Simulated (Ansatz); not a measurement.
**Moving the knobs of a GW run on LaVO4 (P2_1/c)**

A base run on LaVO4 (P2_1/c), then changed inputs.

Calculated with Ansatz 0.2.0; G0W0 on r2SCAN, plane waves, PAW.

In doubt: masses and optical values from hybrid runs of this build are listed as unsure (step 3), which bears on the screening that GW takes from such a start.

## (1) The starting structure

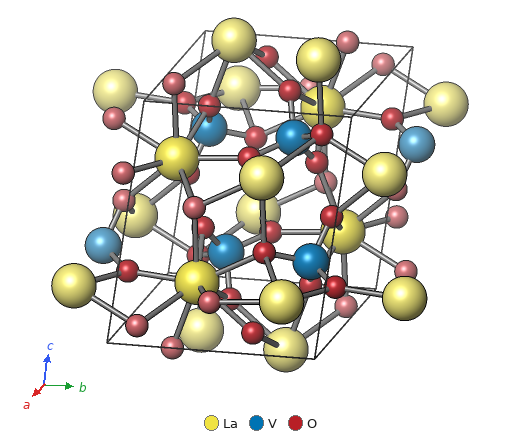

The starting structure, seen slightly off an axis (lanthanum yellow, vanadium blue, oxygen red). Some periodic images of atoms are drawn too.

The cell and positions come from the Crystallography Open Database and are kept as given unless a step says otherwise. Spin-orbit coupling is left out unless a step names it. The default PAW set here is soft_2. Its files were made with PBE.

## (2) The base run: 2×2×2 mesh, 995 empty bands, screening to 120 eV

G0W0 replaces the xc potential by the self-energy, built once from these orbitals. Only a window of levels is corrected, while the sums run over the empty bands that the input names.

input.yaml

```yaml
crystal:
  lattice:
    - [6.725, 0.0, 0.0]
    - [0.0, 7.2827, 0.0]
    - [-4.9123006198, 0.0, 6.8121466218]
  atoms:
    - { symbol: La, position: [0.827399, 0.157198, 0.723776] }
    - { symbol: La, position: [0.172601, 0.657198, 0.776224] }
    - { symbol: La, position: [0.172601, 0.842802, 0.276224] }
    - { symbol: La, position: [0.827399, 0.342802, 0.223776] }
    - { symbol: V, position: [0.31429, 0.16481, 0.69917] }
    - { symbol: V, position: [0.68571, 0.66481, 0.80083] }
    - { symbol: V, position: [0.68571, 0.83519, 0.30083] }
    - { symbol: V, position: [0.31429, 0.33519, 0.19917] }
    - { symbol: O, position: [0.8171, 0.4979, 0.7446] }
    - { symbol: O, position: [0.1829, 0.9979, 0.7554] }
    - { symbol: O, position: [0.1829, 0.5021, 0.2554] }
    - { symbol: O, position: [0.8171, 0.0021, 0.2446] }
    - { symbol: O, position: [0.6098, 0.2795, 0.3821] }
    - { symbol: O, position: [0.3902, 0.7795, 0.1179] }
    - { symbol: O, position: [0.3902, 0.7205, 0.6179] }
    - { symbol: O, position: [0.6098, 0.2205, 0.8821] }
    - { symbol: O, position: [0.6587, 0.895, 0.4829] }
    - { symbol: O, position: [0.3413, 0.395, 0.0171] }
    - { symbol: O, position: [0.3413, 0.105, 0.5171] }
    - { symbol: O, position: [0.6587, 0.605, 0.9829] }
    - { symbol: O, position: [0.8898, 0.8436, 0.8857] }
    - { symbol: O, position: [0.1102, 0.3436, 0.6143] }
    - { symbol: O, position: [0.1102, 0.1564, 0.1143] }
    - { symbol: O, position: [0.8898, 0.6564, 0.3857] }
kpoints:
  mp_grid: { grid: [2, 2, 2] }
hamiltonian:
  xc: r2scan
scf:
  occupations: { method: fixed }
gw:
  n_empty_bands: 995
  ecut_chi: 120.0
  qp_bands: [v4, c4]
  qp_kpoints: band_edges
  screening: { model: contour_deformation }
```

The run is started by

```bash
ansatz run input.yaml --threads 24 --pin off --max-ram 82944MiB --backend cuda --events-out ev --progress --plain --runs-dir out --devices 1 --max-vram 78GiB
```

Numbers of over 12 decimals in the logs are rounded to 6 here.

What it wrote:

```text
GPUs: using 1 of 1 available (devices: 1).
Engine: ansatz 0.2.0, aarch64-unknown-linux-gnu
Pseudopotentials: kind: paw
Pseudopotential: La, paw, valence charge 11, recommended cutoff 500 eV (meta_gga), La.paw.azcp
Pseudopotential: V, paw, valence charge 13, recommended cutoff 500 eV (meta_gga), V.paw.azcp
Pseudopotential: O, paw, valence charge 6, recommended cutoff 500 eV (meta_gga), O.paw.azcp
Functional definition: r2SCAN
  parameter k0 = 0.174
  parameter k1 = 0.065
  parameter a1 = 4.9479
  exchange = r2scan_x(k0 = k0, k1 = k1, a1 = a1)
  correlation = r2scan_c
[...]
Crystal: 24 atoms, lattice volume = 333.633 Å³
Basis set: ecut = 500 eV, 8465 PW (Γ), exchange–correlation on 200×216×256 points (64 copies of the dense FFT grid, shifted against one another)
Bands: 120, of which v1, the nominal top of the filled ones, is band 96 counted from 1 (95 counted from 0)
Symmetry: 4 space group operations
Space group: P21/c (ITA 14), of the structure as read, at distance tolerance 6.9e-5 Å
k-points: 8
Non-local potential: La, projectors of the file, l = 0: 3, l = 1: 2, l = 2: 2, l = 3: 3
Non-local potential: V, projectors of the file, l = 0: 3, l = 1: 2, l = 2: 3, l = 3: 1
Non-local potential: O, projectors of the file, l = 0: 2, l = 1: 2, l = 2: 1
PAW form: soft (Blöchl's): semilocal exchange-correlation on the pseudo side does not see the compensation charge
PAW frozen core: La, regenerated for the run's functional (the file was generated under x = pbe(κ = 0.804, μ = 0.219515), c = pbe(β = 0.066725))
PAW frozen core: V, regenerated for the run's functional (the file was generated under x = pbe(κ = 0.804, μ = 0.219515), c = pbe(β = 0.066725))
PAW frozen core: O, regenerated for the run's functional (the file was generated under x = pbe(κ = 0.804, μ = 0.219515), c = pbe(β = 0.066725))
PAW one-centre angular grid: La, 974 points (default); XC on 160 Gauss nodes
PAW one-centre angular grid: V, 590 points (default); XC on 160 Gauss nodes
PAW one-centre angular grid: O, 302 points (default); XC on 160 Gauss nodes
Initial density: superposition of atomic densities (neutral atoms: chi_scale 0, normalization atom), corrected by the library's trained network
Initial wavefunctions: pseudopotential atomic-orbital guess
[...]
Functional: x = r2scan, c = r2scan; τ floored in thin density (d = 2e-4 eV/Å³)
SCF iter   1: F=—  HF=-45861.124810 eV  |F-HF|=—  |Δ(HF+E_count)|=         —  Δρ=2.32e-2  dr2=2.15e0  dr2_τ=1.44e0  ethr=1.77e-3  ⟨swp⟩=4.0  Hψ=2943  notcnv=0  defer=143
preconditioner: auto → Resta (q_TF=auto, 2.488 Å⁻¹)  ε∞=5.0  [insulator: Δε(μ)=4.343 eV  Ē_g=12.456 eV  n_scr=82 (ndim 8)  ℏωp=25.1 eV  f_vac=0.045  ε∞_Penn≈5.0]
SCF iter   2: F=—  HF=-45861.555484 eV  |F-HF|=—  |Δ(HF+E_count)|=   4.31e-1  Δρ=2.24e-2  dr2=1.77e0  dr2_τ=1.82e-1  ethr=1.12e-3  ⟨swp⟩=3.0  Hψ=1934  notcnv=0  defer=163
SCF iter   3: F=—  HF=-45861.340883 eV  |F-HF|=—  |Δ(HF+E_count)|=   2.15e-1  Δρ=4.49e-3  dr2=6.25e-2  dr2_τ=3.01e-3  ethr=9.23e-4  ⟨swp⟩=2.6  Hψ=1286  notcnv=0  defer=134
SCF iter   4: F=—  HF=-45861.330315 eV  |F-HF|=—  |Δ(HF+E_count)|=   1.06e-2  Δρ=2.10e-3  dr2=1.58e-2  dr2_τ=1.02e-3  ethr=3.25e-5  ⟨swp⟩=3.0  Hψ=1533  notcnv=0  defer=176
SCF iter   5: F=—  HF=-45861.328781 eV  |F-HF|=—  |Δ(HF+E_count)|=   1.53e-3  Δρ=6.29e-4  dr2=1.26e-3  dr2_τ=1.43e-4  ethr=8.20e-6  ⟨swp⟩=2.4  Hψ=1237  notcnv=0  defer=176
SCF iter   6: F=—  HF=-45861.328742 eV  |F-HF|=—  |Δ(HF+E_count)|=   3.95e-5  Δρ=3.01e-4  dr2=3.87e-4  dr2_τ=1.53e-5  ethr=6.58e-7  ⟨swp⟩=2.0  Hψ=1232  notcnv=0  defer=176
[...]
SCF iter   9: F=—  HF=-45861.328708 eV  |F-HF|=—  |Δ(HF+E_count)|=   2.32e-7  Δρ=1.66e-5  dr2=1.02e-6  dr2_τ=1.10e-7  ethr=1.51e-9  ⟨swp⟩=2.0  Hψ=1421  notcnv=0  defer=128
SCF iter  10: F=—  HF=-45861.328708 eV  |F-HF|=—  |Δ(HF+E_count)|=   4.92e-8  Δρ=6.12e-6  dr2=1.72e-7  dr2_τ=6.94e-9  ethr=5.34e-10  ⟨swp⟩=2.0  Hψ=1191  notcnv=0  defer=128
SCF iter  11: F=-45861.328708 eV  HF=-45861.328708 eV  |F-HF|=2.27e-9  |Δ(HF+E_count)|=   1.31e-8  Δρ=1.36e-6  dr2=8.36e-9  dr2_τ=2.81e-10  ethr=5.21e-11  ⟨swp⟩=19.0  Hψ=4609  notcnv=0
SCF 1 converged in 11 iterations: F = -45861.328708 eV  dr2 = 8.36e-9
[...]
SCF converged after 11 iterations
[...]
0   100     11.0579   -16.6198    -6.1622   -24.5159  0.7388    12.8411    12.7918  root
     1    93      6.5009   -25.4984     4.3002   -20.9561  0.7462     6.2579     6.2588  root
     1    94      6.5009   -25.4984     4.3002   -20.9561  0.7462     6.2579     6.2588  root
     1    95      6.7356   -25.4390     4.3077   -20.8789  0.7455     6.4823     6.4832  root
     1    96      6.7356   -25.4390     4.3077   -20.8789  0.7455     6.4823     6.4832  root
     1    97     10.8732   -16.0436    -6.1486   -23.8052  0.7432    12.5264    12.4861  root
     1    98     10.8732   -16.0436    -6.1486   -23.8052  0.7432    12.5264    12.4861  root
     1    99     11.0450   -16.4377    -6.2141   -24.3568  0.7418    12.7964    12.7501  root
[...]
7    97     10.9948   -16.3181    -6.0541   -24.0528  0.7423    12.7200    12.6753  root
     7    98     10.9948   -16.3181    -6.0541   -24.0528  0.7423    12.7200    12.6753  root
     7    99     11.0534   -16.3378    -6.0260   -24.0360  0.7437    12.7690    12.7256  root
     7   100     11.0534   -16.3378    -6.0260   -24.0360  0.7437    12.7690    12.7256  root
```

It took 22 s on 1 × NVIDIA GB200 (shared by 2 runs) with 24 threads of Arm Neoverse V2, shared host; peak memory 5.2 GiB; 75 s of CPU time.

The column dr2 measures how far the density is from self-consistency, as an energy; F and HF (Harris–Foulkes) agree once it is small.

Numbers from this step:

* bands summed: 1091
* RPA ε∞ on this mesh (eigenvalues): 3.791, 3.822, 4.307
* plane waves in the screening matrix: 987
* q-points in the mesh: 8
* G0W0 gap on the mesh: 5.775 eV
* k of the valence top: -0.5, 0, 0
* k of the conduction bottom: -0.5, -0.5, 0
* starting gap on the mesh: 3.930 eV
* Z at the valence top: 0.7470
* Z at the conduction bottom: 0.7460
* least direct G0W0 gap on the computed points: 5.873 eV

The gap on the mesh goes from 3.93 eV to 5.78 eV, a correction of +1.84 eV. Between the two edge states, bare exchange in place of the xc potential would open the gap by 12.20 eV, and correlation takes back 10.36 eV.

## (3) Variant: starting point

This step: G0W0 on Hartree-Fock, plane waves, PAW.

Edit input.yaml of step 2 so:

```diff
@@ -33,3 +33,3 @@
 hamiltonian:
-  xc: r2scan
+  xc: hf
 scf:
@@ -37,4 +37,4 @@
 gw:
-  n_empty_bands: 995
-  ecut_chi: 120.0
+  n_empty_bands: 757
+  ecut_chi: 100
   qp_bands: [v4, c4]
```

What it wrote:

```text
GPUs: using 1 of 1 available (devices: 1).
[...]
davidson cushion auto → on  (no smearing: the cushion is to keep the highest requested band from converging to the state above it; pin scf.eigensolver.cushion to override)
[...]
Crystal: 24 atoms, lattice volume = 333.633 Å³
Basis set: ecut = 420 eV, 6513 PW (Γ)
Bands: 120, of which v1, the nominal top of the filled ones, is band 96 counted from 1 (95 counted from 0)
Symmetry: 4 space group operations
[...]
k-points: 8
[...]
SCF iter   1: F=—  HF=-45191.544453 eV  |F-HF|=—  |Δ(HF+E_count)|=         —  Δρ=1.58e-2  dr2=8.28e-1  ethr=1.77e-3  ⟨swp⟩=5.5  Hψ=4603  notcnv=0
[...]
SCF iter   2: F=—  HF=-45192.065908 eV  |F-HF|=—  |Δ(HF+E_count)|=   5.21e-1  Δρ=3.59e-2  dr2=5.27e0  ethr=4.31e-4  ⟨swp⟩=5.5  Hψ=3449  notcnv=0  recentre
[...]
SCF iter   4: F=—  HF=-45191.433737 eV  |F-HF|=—  |Δ(HF+E_count)|=   6.55e-3  Δρ=1.49e-3  dr2=2.65e-3  ethr=1.52e-6  ⟨swp⟩=5.6  Hψ=5303  notcnv=0  defer=42
eigensolver tolerance schedule: the retry pair's looser diagonalisation over-reported the residual by 0.10 of it (diagonalisation noise at 0.10 of the residual, at the tolerance the schedule requests for it); recorded, not acted on — ethr = c·dr2/N_el stays at c = 1.0e-1
SCF iter   5: F=—  HF=-45191.437396 eV  |F-HF|=—  |Δ(HF+E_count)|=   3.66e-3  Δρ=7.93e-4  dr2=2.00e-3  ethr=1.38e-6  ⟨swp⟩=6.0  Hψ=3196  notcnv=0
SCF iter   6: F=-45191.437177 eV  HF=-45191.437361 eV  |F-HF|=1.84e-4  |Δ(HF+E_count)|=   3.53e-5  Δρ=3.29e-4  dr2=3.17e-4  ethr=1.04e-6  ⟨swp⟩=3.0  Hψ=2222  notcnv=0
SCF 1 stopped early in 6 iterations: F = -45191.437177 eV  dr2 = 3.17e-4
[...]
hybrid outer 1: dexx = +1.069e1 eV, tail = 1.51e-1 eV
[...]
hybrid outer 2: dexx = +1.271e-2 eV, tail = 6.40e-4 eV, Δε = 7.40e-2 eV (about 6.86e-3 eV left of the loop's levels)
[...]
SCF 5 converged in 3 iterations: F = -45234.358029 eV  dr2 = 8.63e-8
[...]
0   100     16.8391   -13.9737    -4.1175   -13.9915  0.8721    12.7873    12.7395  root
     1    93      1.9908   -25.7604     3.0593   -25.7338  0.8762     4.9979     5.0235  root
     1    94      1.9908   -25.7604     3.0593   -25.7338  0.8762     4.9979     5.0235  root
     1    95      2.2796   -25.7363     3.0449   -25.7105  0.8760     5.2734     5.2987  root
     1    96      2.2796   -25.7363     3.0449   -25.7105  0.8760     5.2734     5.2987  root
     1    97     16.5754   -13.4781    -4.0234   -13.4972  0.8754    12.6154    12.5712  root
     1    98     16.5754   -13.4781    -4.0234   -13.4972  0.8754    12.6154    12.5712  root
     1    99     16.7914   -13.6384    -3.8847   -13.6578  0.8765    12.9665    12.9261  root
[...]
7    97     16.6999   -13.4926    -3.9358   -13.5109  0.8764    12.8240    12.7823  root
     7    98     16.6999   -13.4926    -3.9358   -13.5109  0.8764    12.8240    12.7823  root
     7    99     16.7882   -13.8965    -4.0164   -13.9143  0.8741    12.8339    12.7896  root
     7   100     16.7882   -13.8965    -4.0164   -13.9143  0.8741    12.8339    12.7896  root
```

Run time: 88 s. Hardware: 1 × NVIDIA GB200 (shared by 2 runs) with 24 threads; peak memory 3.5 GiB; 4.6 min of CPU time.

The G0W0 gap on the mesh is 7.021 eV.

Against the base:

| setting | base | variant |
| --- | --- | --- |
| start | r2SCAN | Hartree-Fock |
| empty bands | 995 | 757 |
| screening cutoff (eV) | 120.0 | 100 |

| quantity | variant | base |
| --- | --- | --- |
| starting gap on the mesh | 13.994 | 3.930 |
| G0W0 gap on the mesh | 7.021 | 5.775 |
| least direct G0W0 gap on the computed points | 7.062 | 5.873 |
| Z at the valence top | 0.876 | 0.747 |
| Z at the conduction bottom | 0.878 | 0.746 |

## (4) Results

| Item | Value |
| --- | --- |
| base | 5.78 eV, 22 s |
| starting point | 7.02 eV, 88 s |

What this shows: Starting point: the gap moves by +1.25 eV and the time by a factor of 4.1 (the plane-wave cutoff goes from 500 to 420 eV). The variant differs from the base in start, empty bands and screening cutoff together, so the change can't be laid to one of them. All runs here use a coarse mesh and modest cutoffs; they test settings and are not final values. The 2×2×2 mesh is coarse for this cell (its supercell is 13 Å along the shortest edge). The RPA ε∞ on it, from the r2SCAN start, is 3.79, 3.82 and 4.31; such meshes misread the long-range screening, most where the gap is narrow. Empty 4f levels lie among the conduction bands. Their place in the start is unsure; it enters the screening, and the edge itself where they lie low. The runs have no spin polarisation. For a closed low-spin shell that is the natural state; where a d or f shell is open it is a constraint, and the gap is then not the crystal's own. With d states at the gap, one-shot GW leans hard on its start. The many-body steps are scalar-relativistic: spin-orbit coupling is not in them.

[Paths, hosts, dates, memory and timing lines, banners, echoed tables and standing remarks are left out of the program output.]

[Logs are printed without paths, hosts, clocks, repeated set-up lines and the standing remarks that a program may print on its own settings, such as how far it seeks lower states.]

[Runs of the session that timed out or met a known fault of the program may be left out.]

[Cells called generated may have been cut or substituted from an entry of the Crystallography Open Database or the Materials Project.]

[Hosts, paths, dates, database ids (printed as entryN), source tags and the programs' standing remarks are cut or masked in the printed files.]
